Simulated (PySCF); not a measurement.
```xyz
11

O     2.7452   -0.0196    1.0162
C     2.0547    0.0484    0.0315
C     0.5893    0.0119    0.0319
C    -0.2815   -0.0957    1.0658
Si   -1.8750   -0.0481    0.0178
C    -0.3155    0.0883   -1.1506
O    -0.0564    0.1925   -2.3195
H     2.4894    0.1466   -0.9814
H    -0.0003   -0.1754    2.1036
H    -2.7024    1.1404    0.1805
H    -2.6421   -1.2866   -0.0218
```

Geometry: GFN2-xTB.

Computed with PySCF, PBE0/pcSseg-1, SCF density, gas phase, non-relativistic.

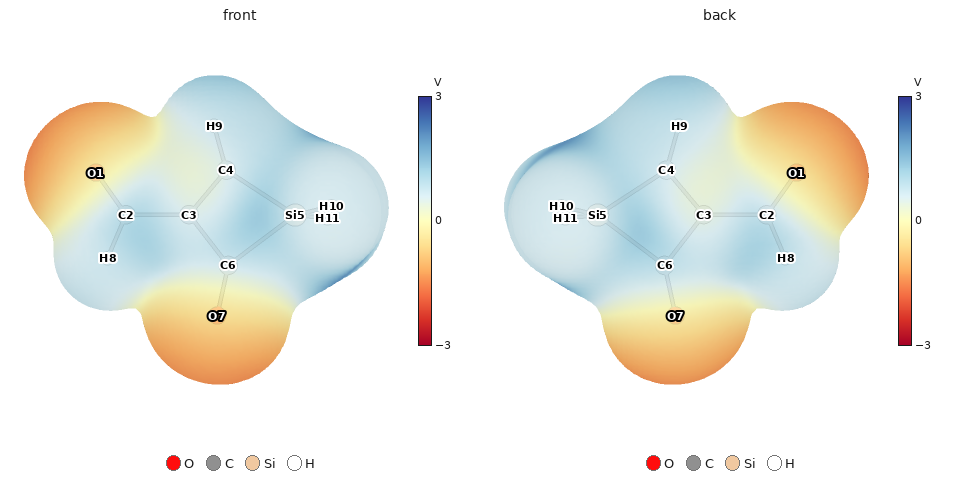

C4H4O2Si (SMILES O=CC1=C[SiH2]C1=O). The electrostatic potential painted on the density surface at 0.002 e/bohr³, seen from the front and from behind; the colour scale runs from red (negative) to blue (positive).

Q: Where is the surface potential most negative and most positive?

A: The most negative region (about −1.5 V) lies over O1 and O7, the most positive (about +2.0 V) over Si5.

Q: What dipole moment does the calculation give?

A: Its dipole moment is 3.19 D.
